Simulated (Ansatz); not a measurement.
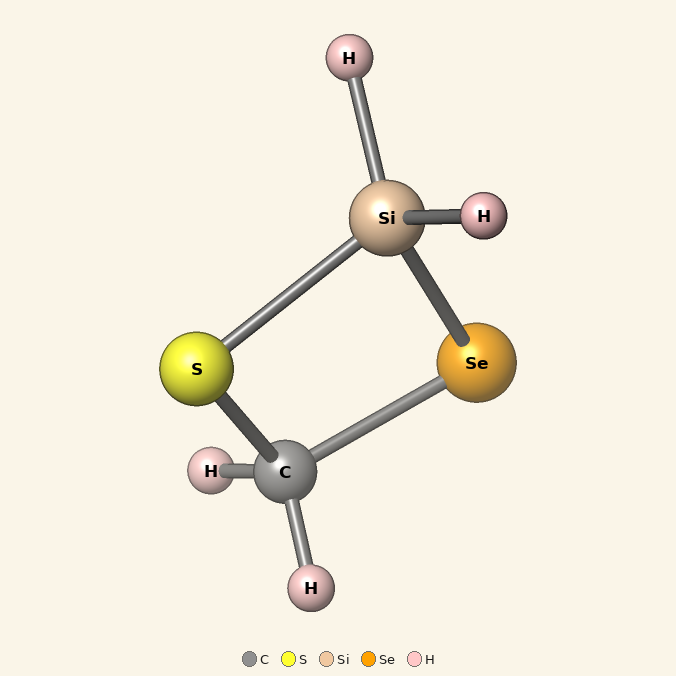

Distant atoms are faded towards the background colour. The geometry was computed by an optimisation with PBE0-D4/def2-TZVP. No frequency run is at hand to confirm it as a minimum.

**Which symmetry elements does this geometry have?**

It has 1 mirror plane, so the point group is Cs. The group has 2 operations. The geometry is achiral, and symmetry allows a dipole moment.
